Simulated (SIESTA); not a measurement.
Band structure of Ni₃Fe (Pm-3m, 4 atoms in the cell).

```
CELL_PARAMETERS angstrom
      3.55000     0.00000     0.00000
      0.00000     3.55000     0.00000
      0.00000     0.00000     3.55000
ATOMIC_POSITIONS crystal
  Fe 0.00000 0.00000 0.00000
  Ni 0.00000 0.50000 0.50000
  Ni 0.50000 0.00000 0.50000
  Ni 0.50000 0.50000 0.00000
```
Moments meant for the start (each program seeds them in its own way; μB, in the order of the atoms Fe Ni Ni Ni): 3.0 0.5 0.5 0.5.

Level of theory: GGA PBE, numerical atomic orbitals TZP, PseudoDojo PBE standard norm-conserving potentials (rewritten from UPF to PSML) run with SIESTA.

Settings: XC.functional = GGA; XC.authors = PBE; potentials = PseudoDojo PBE standard; PAO.BasisSize = TZP; PAO.EnergyShift = 0.01 Ry; MeshCutoff = 400 Ry; kgrid.MonkhorstPack = 8 8 8; OccupationFunction = FD; ElectronicTemperature = 0.1 eV; Spin = polarized; DM.InitSpin = [1 +3.00, 2 +0.50, 3 +0.50, 4 +0.50]; MaxSCFIterations = 150; SCF.Mixer.Method = Pulay; SCF.Mixer.Weight = 0.1.

The starting cell has typed, rounded lattice constants, without a prior relaxation at this level. The magnetic order is the one reached from the typed start; others were not searched systematically. Values carry the incompleteness of an atom-centred basis.

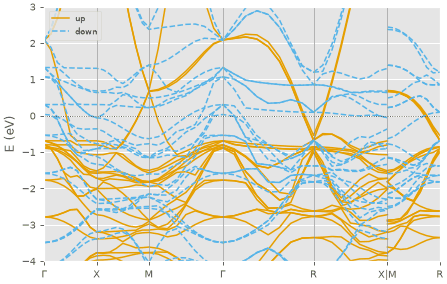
Figure. Bands along the path, energies from the Fermi level.

Levels in eV from the Fermi level, bands 34 to 39 of the first spin channel:
| point | 34 | 35 | 36 | 37 | 38 | 39 |
|---|---|---|---|---|---|---|
| Γ | -0.80 | -0.69 | -0.69 | -0.69 | 2.08 | 2.08 |
| X | -1.55 | -1.52 | -1.07 | -0.80 | -0.69 | 7.46 |
| M | -1.81 | -1.57 | -1.50 | 0.67 | 0.67 | 0.68 |
| R | -0.86 | -0.86 | -0.86 | -0.67 | -0.67 | -0.67 |

Bands cross the Fermi level along this path, so the cell is metallic at this level.

Higher empty bands are left out: an atom-centred basis made for the valence describes them poorly.

The net moment of the cell came out as 4.93 μB.
